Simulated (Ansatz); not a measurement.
**Run report: C2H4AlN, molecular dynamics (part 2 of 2)**

C2H4AlN; RKS PBE-d3bj/6-31G* (Ansatz 0.2.0). The geometry comes from this level: PBE0-D4/def2-TZVP.

Trajectory as extended XYZ, continued
```
8
Properties=species:S:1:pos:R:3:forces:R:3 step=12 time_fs=6.0 energy=-10215.30486 temperature=325.8
C    -1.1190    0.5556   -0.5485   -0.2838   0.0537   0.0907
N    -0.0770    1.1571   -0.0814    0.3220   0.8750   0.8309
C     0.9655    0.2574    0.4591    0.7253   0.0146  -0.6712
Al   -0.2773   -1.2082   -0.1220   -0.5821  -0.2187  -0.4059
H    -1.9021    1.2536   -0.9320    0.1319  -0.6165  -0.0416
H     1.2961    0.4238    1.5091   -0.5553   0.2176  -0.2603
H     1.8603    0.5026   -0.1641   -0.0270  -0.5305   0.2822
H    -0.6817   -2.7729   -0.4855    0.2690   0.2048   0.1751
8
Properties=species:S:1:pos:R:3:forces:R:3 step=15 time_fs=7.5 energy=-10215.26781 temperature=278.1
C    -1.1287    0.5578   -0.5490    0.2955   0.2162   0.3796
N    -0.0721    1.1576   -0.0856   -0.1210   0.6391   0.6346
C     0.9703    0.2638    0.4651    0.2938  -0.1211  -1.0210
Al   -0.2767   -1.2131   -0.1190   -0.6845  -0.1969  -0.4879
H    -1.9019    1.2661   -0.9367    0.1469  -0.6507  -0.0238
H     1.3020    0.4353    1.5006   -0.4753   0.2645   0.1044
H     1.8521    0.5035   -0.1647    0.1930  -0.5090   0.1676
H    -0.7053   -2.7746   -0.5570    0.3515   0.3579   0.2465
8
Properties=species:S:1:pos:R:3:forces:R:3 step=17 time_fs=8.5 energy=-10215.24862 temperature=253.4
C    -1.1350    0.5595   -0.5490    0.7744   0.1942   0.6080
N    -0.0688    1.1584   -0.0878   -0.3935   0.4837   0.4727
C     0.9739    0.2679    0.4681   -0.0597  -0.2256  -1.1858
Al   -0.2766   -1.2165   -0.1173   -0.7367  -0.1431  -0.5302
H    -1.9000    1.2667   -0.9401    0.0509  -0.5520  -0.0578
H     1.3000    0.4460    1.4957   -0.3954   0.2832   0.3462
H     1.8486    0.4979   -0.1630    0.3667  -0.4575   0.0592
H    -0.7169   -2.7716   -0.6018    0.3932   0.4171   0.2878
8
Properties=species:S:1:pos:R:3:forces:R:3 step=19 time_fs=9.5 energy=-10215.23586 temperature=237.0
C    -1.1407    0.5613   -0.5485    1.2673   0.0815   0.8404
N    -0.0659    1.1597   -0.0896   -0.6170   0.3465   0.2974
C     0.9774    0.2719    0.4701   -0.3717  -0.3095  -1.2334
Al   -0.2767   -1.2199   -0.1158   -0.7742  -0.0602  -0.5587
H    -1.8977    1.2621   -0.9441   -0.1019  -0.3814  -0.1172
H     1.2943    0.4595    1.4940   -0.3266   0.2762   0.4814
H     1.8486    0.4881   -0.1606    0.5016  -0.3918  -0.0294
H    -0.7248   -2.7646   -0.6439    0.4225   0.4389   0.3194
8
Properties=species:S:1:pos:R:3:forces:R:3 step=21 time_fs=10.5 energy=-10215.23251 temperature=232.7
C    -1.1454    0.5632   -0.5474    1.7038  -0.0788   1.0450
N    -0.0633    1.1611   -0.0913   -0.7738   0.2371   0.1174
C     0.9806    0.2756    0.4712   -0.5703  -0.3488  -1.1405
Al   -0.2772   -1.2234   -0.1144   -0.7953   0.0472  -0.5704
H    -1.8964    1.2538   -0.9492   -0.2624  -0.1872  -0.1787
H     1.2855    0.4756    1.4968   -0.2865   0.2317   0.4483
H     1.8534    0.4744   -0.1585    0.5459  -0.3245  -0.0592
H    -0.7286   -2.7535   -0.6829    0.4386   0.4233   0.3381
8
Properties=species:S:1:pos:R:3:forces:R:3 step=23 time_fs=11.5 energy=-10215.23938 temperature=241.5
C    -1.1487    0.5650   -0.5454    2.0044  -0.2260   1.1828
N    -0.0613    1.1627   -0.0929   -0.8530   0.1609  -0.0588
C     0.9834    0.2791    0.4714   -0.6281  -0.3373  -0.9336
Al   -0.2779   -1.2268   -0.1133   -0.7984   0.1750  -0.5629
H    -1.8975    1.2437   -0.9560   -0.3672  -0.0314  -0.2094
H     1.2739    0.4938    1.5039   -0.2712   0.1475   0.2525
H     1.8633    0.4577   -0.1569    0.4719  -0.2602  -0.0117
H    -0.7283   -2.7384   -0.7187    0.4414   0.3715   0.3410
8
Properties=species:S:1:pos:R:3:forces:R:3 step=25 time_fs=12.5 energy=-10215.25298 temperature=258.9
C    -1.1504    0.5666   -0.5425    2.1052  -0.3094   1.2196
N    -0.0599    1.1644   -0.0945   -0.8500   0.1193  -0.2229
C     0.9857    0.2822    0.4708   -0.5735  -0.2921  -0.6746
Al   -0.2789   -1.2301   -0.1124   -0.7818   0.3203  -0.5339
H    -1.9021    1.2333   -0.9647   -0.3632   0.0356  -0.1791
H     1.2596    0.5135    1.5132   -0.2605   0.0349  -0.0344
H     1.8777    0.4384   -0.1554    0.2924  -0.1942   0.0995
H    -0.7237   -2.7197   -0.7512    0.4313   0.2856   0.3257
8
Properties=species:S:1:pos:R:3:forces:R:3 step=27 time_fs=13.5 energy=-10215.26711 temperature=277.0
C    -1.1504    0.5680   -0.5386    1.9885  -0.3180   1.1439
N    -0.0590    1.1662   -0.0963   -0.7657   0.1106  -0.3673
C     0.9875    0.2852    0.4697   -0.4708  -0.2427  -0.4261
Al   -0.2802   -1.2334   -0.1116   -0.7454   0.4808  -0.4825
H    -1.9101    1.2231   -0.9752   -0.2386   0.0044  -0.0784
H     1.2429    0.5335    1.5223   -0.2330  -0.0862  -0.3154
H     1.8949    0.4173   -0.1530    0.0555  -0.1184   0.2347
H    -0.7150   -2.6983   -0.7806    0.4094   0.1694   0.2911
8
Properties=species:S:1:pos:R:3:forces:R:3 step=29 time_fs=14.5 energy=-10215.27669 temperature=289.3
C    -1.1488    0.5692   -0.5338    1.6923  -0.2851   0.9755
N    -0.0587    1.1681   -0.0983   -0.6059   0.1302  -0.4865
C     0.9890    0.2879    0.4682   -0.3874  -0.2154  -0.2288
Al   -0.2817   -1.2365   -0.1110   -0.6909   0.6537  -0.4096
H    -1.9203    1.2129   -0.9863   -0.0314  -0.0894   0.0731
H     1.2240    0.5526    1.5284   -0.1776  -0.1947  -0.5090
H     1.9125    0.3951   -0.1482   -0.1768  -0.0283   0.3479
H    -0.7023   -2.6753   -0.8073    0.3778   0.0291   0.2374
8
Properties=species:S:1:pos:R:3:forces:R:3 step=31 time_fs=15.5 energy=-10215.28062 temperature=294.4
C    -1.1459    0.5701   -0.5282    1.2886  -0.2635   0.7556
N    -0.0588    1.1701   -0.1007   -0.3803   0.1715  -0.5776
C     0.9901    0.2905    0.4665   -0.3715  -0.2253  -0.1005
Al   -0.2835   -1.2393   -0.1106   -0.6220   0.8326  -0.3189
H    -1.9308    1.2019   -0.9968    0.1913  -0.1893   0.2366
H     1.2034    0.5700    1.5297   -0.0948  -0.2742  -0.5672
H     1.9286    0.3726   -0.1402   -0.3509   0.0738   0.4043
H    -0.6861   -2.6520   -0.8317    0.3397  -0.1256   0.1677
8
Properties=species:S:1:pos:R:3:forces:R:3 step=33 time_fs=16.5 energy=-10215.28114 temperature=295.1
C    -1.1419    0.5708   -0.5219    0.8518  -0.2959   0.5283
N    -0.0591    1.1722   -0.1035   -0.1026   0.2266  -0.6401
C     0.9909    0.2929    0.4648   -0.4451  -0.2748  -0.0436
Al   -0.2856   -1.2418   -0.1103   -0.5444   1.0057  -0.2178
H    -1.9396    1.1891   -1.0050    0.3654  -0.2475   0.3726
H     1.1820    0.5847    1.5256    0.0066  -0.3147  -0.4749
H     1.9413    0.3509   -0.1284   -0.4317   0.1803   0.3867
H    -0.6666   -2.6299   -0.8545    0.3000  -0.2798   0.0887
8
Properties=species:S:1:pos:R:3:forces:R:3 step=35 time_fs=17.5 energy=-10215.28053 temperature=294.4
C    -1.1373    0.5712   -0.5153    0.4409  -0.4001   0.3290
N    -0.0596    1.1745   -0.1067    0.2099   0.2867  -0.6753
C     0.9914    0.2950    0.4630   -0.6058  -0.3568  -0.0463
Al   -0.2878   -1.2440   -0.1101   -0.4643   1.1557  -0.1178
H    -1.9448    1.1740   -1.0097    0.4479  -0.2383   0.4524
H     1.1605    0.5964    1.5171    0.1130  -0.3140  -0.2484
H     1.9499    0.3308   -0.1129   -0.4057   0.2816   0.2953
H    -0.6443   -2.6105   -0.8764    0.2640  -0.4148   0.0112
8
Properties=species:S:1:pos:R:3:forces:R:3 step=38 time_fs=19.0 energy=-10215.27788 temperature=291.0
C    -1.1297    0.5713   -0.5049   -0.0420  -0.6745   0.1295
N    -0.0599    1.1782   -0.1123    0.6947   0.3639  -0.6839
C     0.9911    0.2977    0.4602   -0.9475  -0.5011  -0.0895
Al   -0.2914   -1.2465   -0.1098   -0.3500   1.2933  -0.0014
H    -1.9449    1.1473   -1.0086    0.3624  -0.0910   0.4381
H     1.1307    0.6085    1.5009    0.2475  -0.2579   0.2222
H     1.9561    0.3061   -0.0849   -0.1919   0.4047   0.0574
H    -0.6061   -2.5891   -0.9093    0.2267  -0.5373  -0.0724
8
Properties=species:S:1:pos:R:3:forces:R:3 step=40 time_fs=20.0 energy=-10215.27520 temperature=287.6
C    -1.1247    0.5706   -0.4978   -0.2473  -0.8960   0.0735
N    -0.0595    1.1810   -0.1167    0.9891   0.3907  -0.6664
C     0.9900    0.2990    0.4583   -1.1620  -0.5728  -0.0666
Al   -0.2940   -1.2476   -0.1096   -0.2796   1.3030   0.0341
H    -1.9405    1.1283   -1.0026    0.1773   0.0759   0.3438
H     1.1136    0.6134    1.4921    0.2997  -0.2170   0.4901
H     1.9576    0.2942   -0.0652    0.0080   0.4600  -0.1206
H    -0.5779   -2.5811   -0.9320    0.2148  -0.5438  -0.0878
8
Properties=species:S:1:pos:R:3:forces:R:3 step=42 time_fs=21.0 energy=-10215.27514 temperature=287.6
C    -1.1198    0.5693   -0.4907   -0.3689  -1.0958   0.0651
N    -0.0585    1.1841   -0.1215    1.2267   0.3851  -0.6355
C     0.9880    0.2999    0.4564   -1.2797  -0.5956   0.0528
Al   -0.2967   -1.2482   -0.1094   -0.2105   1.2403   0.0270
H    -1.9344    1.1099   -0.9934   -0.0671   0.2622   0.2073
H     1.0993    0.6162    1.4879    0.3135  -0.2042   0.6109
H     1.9591    0.2868   -0.0466    0.1762   0.4935  -0.2645
H    -0.5476   -2.5783   -0.9555    0.2099  -0.4855  -0.0631
8
Properties=species:S:1:pos:R:3:forces:R:3 step=44 time_fs=22.0 energy=-10215.28195 temperature=296.4
C    -1.1153    0.5671   -0.4834   -0.4502  -1.2156   0.0704
N    -0.0566    1.1875   -0.1268    1.3815   0.3381  -0.5954
C     0.9849    0.3002    0.4544   -1.2356  -0.5621   0.2700
Al   -0.2994   -1.2484   -0.1092   -0.1365   1.1129  -0.0210
H    -1.9289    1.0941   -0.9821   -0.3015   0.4216   0.0713
H     1.0881    0.6170    1.4894    0.2917  -0.2308   0.5439
H     1.9623    0.2841   -0.0305    0.2446   0.5075  -0.3388
H    -0.5153   -2.5800   -0.9796    0.2060  -0.3716  -0.0004
8
Properties=species:S:1:pos:R:3:forces:R:3 step=46 time_fs=23.0 energy=-10215.29688 temperature=315.6
C    -1.1111    0.5639   -0.4762   -0.5523  -1.1983   0.0458
N    -0.0538    1.1910   -0.1325    1.4346   0.2435  -0.5496
C     0.9809    0.3001    0.4527   -1.0069  -0.4864   0.5350
Al   -0.3022   -1.2482   -0.1090   -0.0518   0.9383  -0.1006
H    -1.9263    1.0823   -0.9702   -0.4442   0.5053  -0.0150
H     1.0796    0.6156    1.4960    0.2438  -0.2847   0.3249
H     1.9677    0.2862   -0.0176    0.1802   0.5028  -0.3313
H    -0.4810   -2.5853   -1.0036    0.1966  -0.2205   0.0907
8
Properties=species:S:1:pos:R:3:forces:R:3 step=48 time_fs=24.0 energy=-10215.31643 temperature=340.6
C    -1.1073    0.5597   -0.4689   -0.7172  -1.0124  -0.0369
N    -0.0500    1.1948   -0.1385    1.3765   0.0985  -0.5008
C     0.9761    0.2997    0.4515   -0.6295  -0.3933   0.7760
Al   -0.3051   -1.2476   -0.1088    0.0476   0.7385  -0.1981
H    -1.9278    1.0752   -0.9583   -0.4404   0.4846  -0.0201
H     1.0734    0.6114    1.5057    0.1811  -0.3388   0.0428
H     1.9748    0.2931   -0.0079    0.0050   0.4770  -0.2592
H    -0.4449   -2.5927   -1.0268    0.1770  -0.0540   0.1963
8
Properties=species:S:1:pos:R:3:forces:R:3 step=50 time_fs=25.0 energy=-10215.33432 temperature=363.6
C    -1.1041    0.5548   -0.4616   -0.9336  -0.6703  -0.1707
N    -0.0452    1.1986   -0.1449    1.2089  -0.0959  -0.4502
C     0.9708    0.2989    0.4508   -0.1828  -0.3042   0.9349
Al   -0.3079   -1.2468   -0.1087    0.1617   0.5353  -0.2991
H    -1.9335    1.0727   -0.9466   -0.2965   0.3682   0.0491
H     1.0689    0.6041    1.5158    0.1129  -0.3670  -0.2089
H     1.9819    0.3046   -0.0006   -0.2157   0.4264  -0.1573
H    -0.4071   -2.6006   -1.0481    0.1452   0.1075   0.3023
```

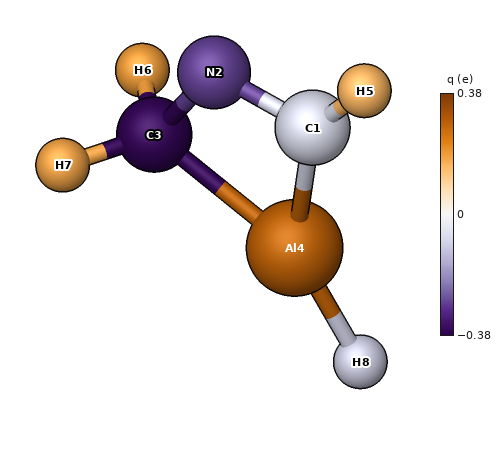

Mulliken charges, as the colour of each atom (ball-and-stick view, seen at a tilt; atoms are numbered from 1 in the order of the input). By element: C −0.36 to −0.07, N −0.27, Al +0.28 and H −0.09 to +0.19 e.

The run was set up as follows.

Input file
```yaml
crystal:
  periodic: [false, false, false]
  atoms:
    - {symbol: C, position_ang: [-1.088633, 0.542326, -0.547326]}
    - {symbol: N, position_ang: [-0.087335, 1.170711, -0.051620]}
    - {symbol: C, position_ang: [0.959130, 0.232547, 0.427940]}
    - {symbol: Al, position_ang: [-0.283312, -1.190065, -0.136162]}
    - {symbol: H, position_ang: [-1.920589, 1.127463, -0.941498]}
    - {symbol: H, position_ang: [1.172666, 0.416270, 1.484012]}
    - {symbol: H, position_ang: [1.890337, 0.408336, -0.116574]}
    - {symbol: H, position_ang: [-0.550064, -2.764688, -0.174571]}
basis:
  gaussian: {orbitals: "6-31G*"}
hamiltonian: {xc: {name: PBE}, dispersion: d3bj}
md: {timestep: 0.5 fs, n_steps: 50, ensemble: nve, temperature: 500, initial_velocities: maxwell_boltzmann, seed: 981}
```

Launch command:
```bash
ansatz run in.yaml --threads 2 --pin off --events-out ev --progress --plain --max-ram 4352MiB
```

Results in brief

```csv
quantity,value
outcome,finished
mean temperature over the second half,299 K
trajectory,"50 steps, 25 fs"
ensemble,nve
temperature in the input,500 K
time step,0.5 fs
potential energy (last step),−10215.3344 eV
mean-field energy (last step),−10215.1900 eV
dispersion energy (last step),−0.1444 eV
SCF solution under orbital rotations (last step),stable
largest force (length of the vector) (last step),1.294 eV/Å
dipole moment (last step),1.30 D
hardware,"2 threads of Arm Neoverse V1, 23 GiB of memory available, shared host"
wall time,56 s (CPU time 1.8 min)
peak memory,0.36 GiB
```

Notes

So short a trajectory is not equilibrated.
